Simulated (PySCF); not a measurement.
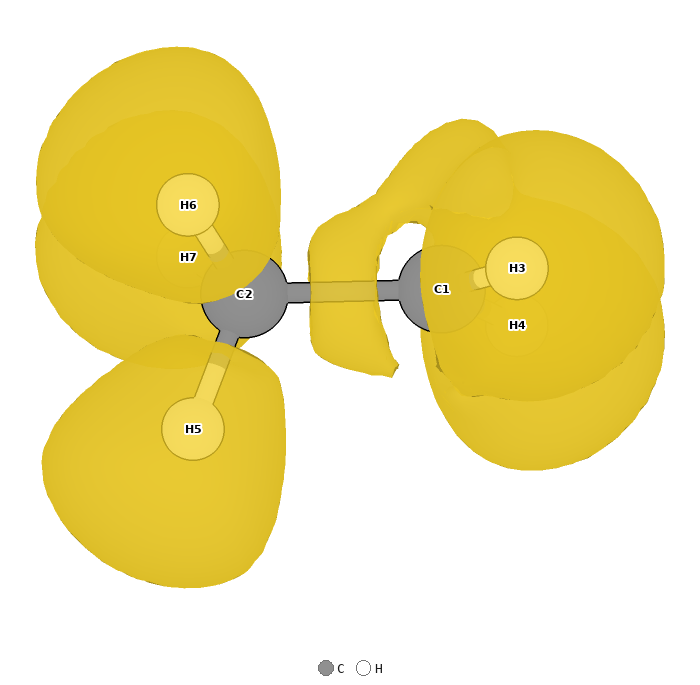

C$_{2}$H$_{5}$ (SMILES [CH2]C) (doublet). Isosurface of the ELF at 0.75 (yellow), seen from one side. Only the valence region is drawn (cores and ρ < 0.01 e/Å³ removed).

Geometry: PBE0-D3(BJ)/ma-def2-SVP.

Method: DFT single point, gas phase, functional PBE0 in PySCF 2.14.0, density-fitted response routines.

Input file:

```
{"job": {"kind": "sp", "xc": "PBE0", "basis": "ma-def2-TZVP", "d3": "d3bj", "grid": 2}, "charge": 0, "multiplicity": 2}
C      0.854385    -0.121250    -0.024347
C     -0.610549     0.102861    -0.012554
H      1.549402     0.676378     0.250918
H      1.269729    -1.122508    -0.166179
H     -1.047806    -0.074291     0.991527
H     -0.872587     1.137588    -0.284873
H     -1.137879    -0.575832    -0.701836
```

Run with:

```sh
OMP_NUM_THREADS=1 python redox_run.py task.json out
```

> What do the ELF domains correspond to?

At this value the surface marks out three regions around hydrogen nuclei and one joined region spread over several atoms (C, H), in which their bonds and any lone pairs are merged. Along the contacts the grid gives the following. C–C (1.48 Å): the ELF peaks at about 0.95 between the atoms (a shared electron pair). C–H (1.09 Å): the ELF climbs to about 1 towards the hydrogen, as it does in any bond to H (an ordinary covalent bond to hydrogen).
